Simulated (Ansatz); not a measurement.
A series of calculations on SiH₆O

Part 1: Relaxation

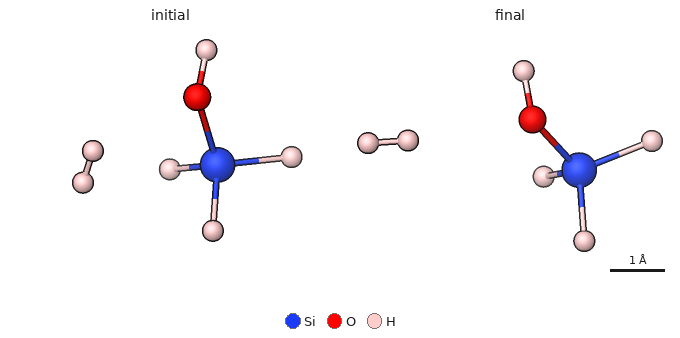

The structure of SiH₆O before (left) and after (right) a relaxation, at one scale.

A ball-and-stick model, seen at a tilt.

The run prepares an end point of a later path (reaction) calculation, from a guessed geometry.

All numbers below come from Ansatz 0.2.0, RKS B3LYP-D4/def2-SVP. Set-up: no spin polarisation; force threshold 0.03 eV/Å; at most 50 steps.

### Summarise the run.

The atom that moves furthest after the best rigid fit is an H atom (1.49 Å). By element the largest moves are H 1.49 Å, Si 0.47 Å, O 0.46 Å. Some distances before and after: H–H 0.718 → 0.763 Å, O–Si 1.678 → 1.674 Å. The energy falls by 17.6 kJ/mol in 15 accepted moves (16 points after the start). Largest force component: 1.5 eV/Å at the start, 0.017 eV/Å at the end. The line search rejected the trial step at point 7 of the run. The forces were under the threshold at step 9, but the run went on from there. Cost: 22 s on 1 thread of Arm Neoverse V2, with other jobs on the host, peak memory 0.11 GiB.

Limits of the set-up: the start holds two separate molecules, 2.2 Å apart at their closest, whose relative position is a soft coordinate.

Part 2: Relaxation

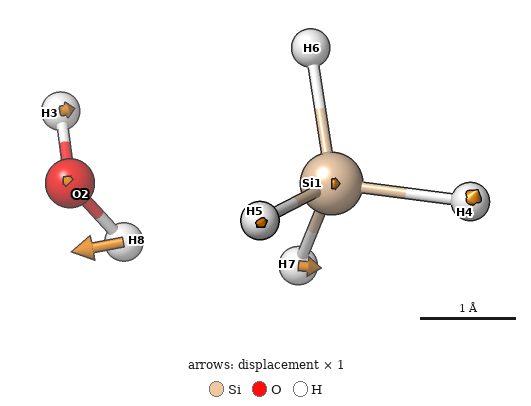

This is a relaxation of SiH₆O. The starting structure is drawn; orange arrows show the displacements, at their true length. The two geometries are superimposed by the best rigid fit.

Style: ball-and-stick. Shown at a tilt.

The run prepares an end point of a later path (reaction) calculation, from a guessed geometry.

Theory: RKS B3LYP-D4/def2-SVP (Ansatz 0.2.0). (no spin polarisation; force threshold 0.03 eV/Å; at most 50 steps)

> Describe the change and its energy.

The largest move after the best rigid fit is that of H8, 0.58 Å. By element the largest moves are H 0.58 Å, O 0.11 Å, Si 0.10 Å. Near-neighbour distances that change, for instance: Si1–H7 1.473 → 1.491 Å, O2–H8 0.985 → 0.968 Å. After 7 accepted moves (10 points after the start) the energy has fallen by 1.75 kcal/mol. Largest force component: 0.79 eV/Å at the start, 0.024 eV/Å at the end. The line search rejected the trial steps at points 2, 7, 9 of the run. The forces were under the threshold at step 8, but the run went on from there.

Part 3: Path

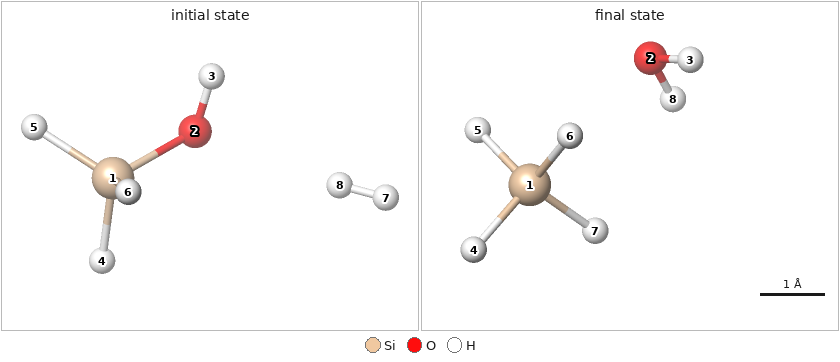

The two relaxed end points of a path for SiH6O, made up at the start of SiH4O and H₂. The picture is a ball-and-stick view, seen from a free direction.

These are results of Ansatz, RKS B3LYP-D4/def2-SVP, not measurements.

Run with 9 movable images; climbing image; force threshold 0.03 eV/Å; iteration limit 60.

Start:
```xyz
8

Si   -0.3316    0.4759   -0.1905
O     0.0645   -0.0349    1.3531
H    -0.6588   -0.2843    1.9412
H     0.9557    0.7861   -0.8627
H    -1.1887    1.7004   -0.1611
H    -1.0622   -0.5790   -0.9575
H     1.6284   -2.7552    2.0100
H     1.3230   -2.0783    1.8354
```

End:
```xyz
8

Si    0.3500    0.0837   -0.4228
O    -0.4892   -0.6815    2.4143
H    -0.9659   -1.4769    2.1382
H     0.7932    0.4019   -1.8151
H     0.2768    1.3490    0.3519
H    -0.9793   -0.5821   -0.5092
H     1.3559   -0.8481    0.1639
H     0.3889   -1.0154    2.6468
```

Predict the minimum-energy path and its barrier.

Answer. The highest point, image 6, lies 2.15 eV above the start and 1.67 eV above the end; the end is at +0.48 eV relative to the start. Breaking: H7–H8 (0.76 → 1.16 at the top → 2.67 Å), Si1–O2 (1.67 → 1.90 at the top → 3.06 Å). Forming: O2–H8 (2.45 → 1.12 at the top → 0.97 Å), Si1–H7 (4.37 → 1.79 at the top → 1.49 Å). The band converged in 24 iterations, with a climbing image at the top.

Energies of the converged images:

```
image  path (Å)  E (eV)
    0      0.00   0.000
    1      0.59   0.003
    2      1.18   0.012
    3      1.77   0.040
    4      2.35   0.226
    5      2.94   0.979
    6      3.53   2.149
    7      4.70   0.852
    8      5.87   0.599
    9      7.04   0.553
   10      8.21   0.475
```

The geometry at the top of the path:

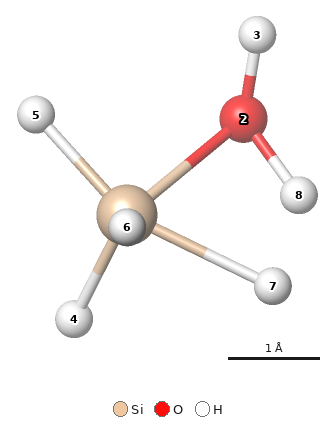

Limits of the set-up: the start holds two separate molecules, 2.4 Å apart at their closest, whose relative position is a soft coordinate.

Cost: 4.3 min on 1 thread of Arm Neoverse V2, with other jobs on the host, peak memory 0.12 GiB.
